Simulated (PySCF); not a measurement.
## Electronic structure of ZnCl (doublet) in real space

```xyz
2

Zn    0.0000    0.0000   -0.7606
Cl    0.0000    0.0000    1.3904
```

These are results of PySCF, PBE0/cc-pVDZ(-PP), non-relativistic Hamiltonian with scalar-relativistic core potentials where named, at a bond length of 2.151 Å, not measurements.

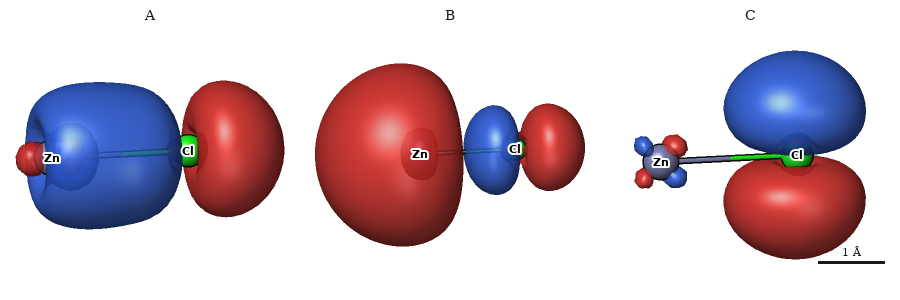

Figure 1. Three frontier β-spin orbitals, each drawn at the value that holds 80 % of its norm (red and blue are the two phases), in no order; of a degenerate pair one member is drawn.

Question: Label each orbital by symmetry, say whether it is occupied, and order them by energy.

Answer: Orbital A: σ, occupied in this spin, −10.02 eV; shared between the atoms (Zn 30 %, Cl 70 %).
Orbital C: π, occupied in this spin, −8.56 eV; mainly on Cl (90 %).
Orbital B: σ, empty in this spin, −3.67 eV; mainly on Zn (80 %).

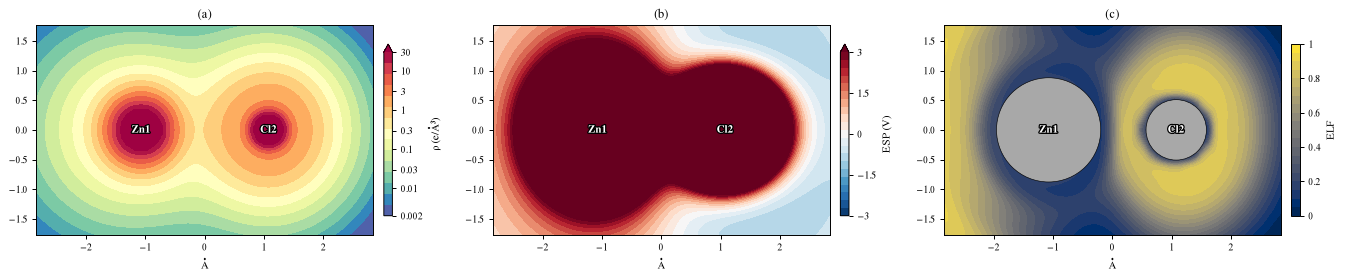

Figure 2. (a) electron density; (b) electrostatic potential; (c) ELF on a plane that holds the molecular axis. Grey discs cover the atomic cores in the ELF map.

Question: Read the bonding off the picture.

Answer:
- The plane passes through Zn and Cl nuclei.
- Zn–Cl (2.15 Å): ρ is about 0.66 e/Å³ halfway; the ELF peaks at about 0.80 in the valence shell of Cl, 0.9 Å from its nucleus, and is about 0.45 at the midpoint.
- The ELF also peaks beside Cl2, away from the bonds: non-bonding electrons, paired or unpaired.
- Outside the dense part of the molecule the potential is most negative (−0.9 V) near Cl2.

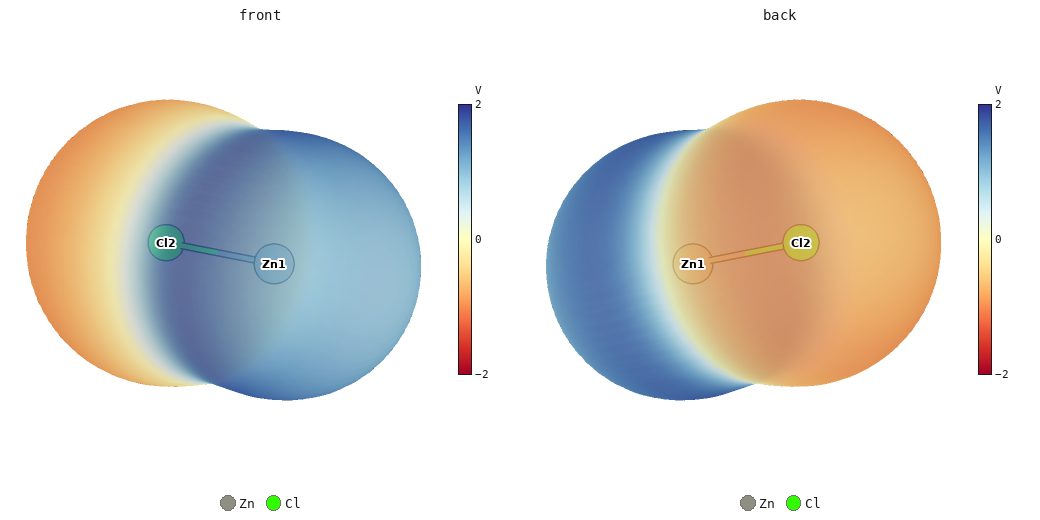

Figure 3. The electrostatic potential painted on the density surface at 0.002 e/bohr³, seen from the front and from behind; red is negative and blue positive.

Question: Describe the electrostatic potential map.

Answer: The most negative region (about −0.9 V, or −21 kcal/mol for a unit charge) lies over Cl2, the most positive (about +1.7 V, or +39 kcal/mol for a unit charge) over Zn1.
